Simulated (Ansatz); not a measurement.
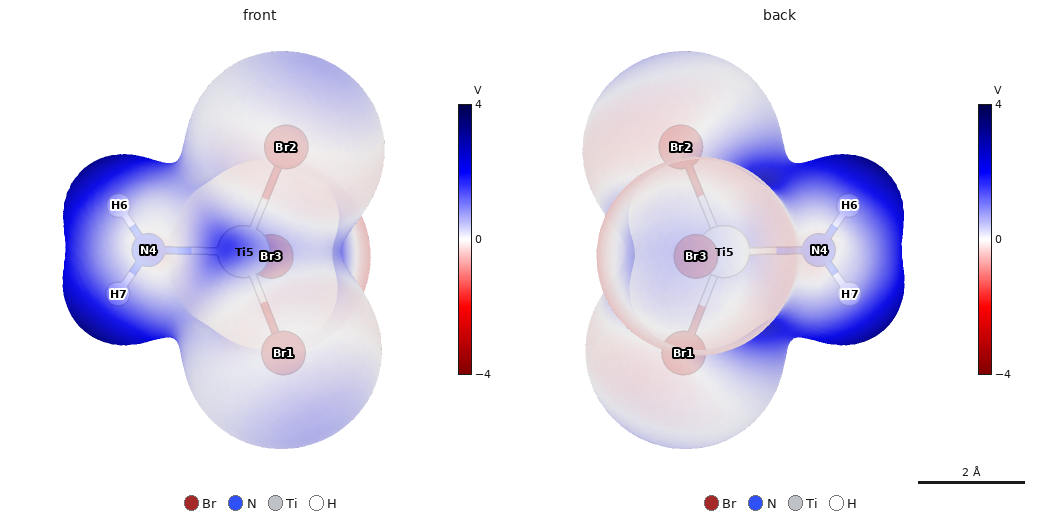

The picture shows: Br₃H₂NTi (SMILES [NH2][Ti]([Br])([Br])[Br]). The molecular electrostatic potential painted on the density surface at 0.004 e/bohr³, seen from the front and from behind; the colour scale runs from red (negative) to blue (positive).

Geometry: PBE0-D4/def2-SVP.

Level of theory: isolated molecule in a Gaussian basis; Kohn-Sham density functional theory, functional PBE0 (Ansatz).

```json
{"atom": "Br", "x (Å)": "0.9490", "y (Å)": "-1.6149", "z (Å)": "0.1259"}
{"atom": "Br", "x (Å)": "2.3441", "y (Å)": "1.6489", "z (Å)": "-1.5225"}
{"atom": "Br", "x (Å)": "-1.4192", "y (Å)": "1.0852", "z (Å)": "-1.1992"}
{"atom": "N", "x (Å)": "0.7204", "y (Å)": "1.4704", "z (Å)": "1.4030"}
{"atom": "Ti", "x (Å)": "0.6705", "y (Å)": "0.6710", "z (Å)": "-0.2277"}
{"atom": "H", "x (Å)": "0.9738", "y (Å)": "2.4457", "z (Å)": "1.5528"}
{"atom": "H", "x (Å)": "0.4490", "y (Å)": "1.0137", "z (Å)": "2.2721"}
```

Q: Describe the electrostatic potential map.

A: The most negative region (about −0.4 V, or −9 kcal/mol for a unit charge) lies over Br3, the most positive (about +3.1 V, or +71 kcal/mol for a unit charge) over H6 and H7. Br1 shows a σ-hole: about +0.6 V, or +14 kcal/mol for a unit charge at the tip opposite its bond, against about −0.1 V on its flanks. Br2 shows a σ-hole: about +0.6 V, or +14 kcal/mol for a unit charge at the tip opposite its bond, against about −0.1 V on its flanks. Br3 shows a σ-hole: about +0.4 V, or +9 kcal/mol for a unit charge at the tip opposite its bond, against about −0.3 V on its flanks.

Q: What dipole moment does the calculation give?

A: Its dipole moment is 3.01 D.
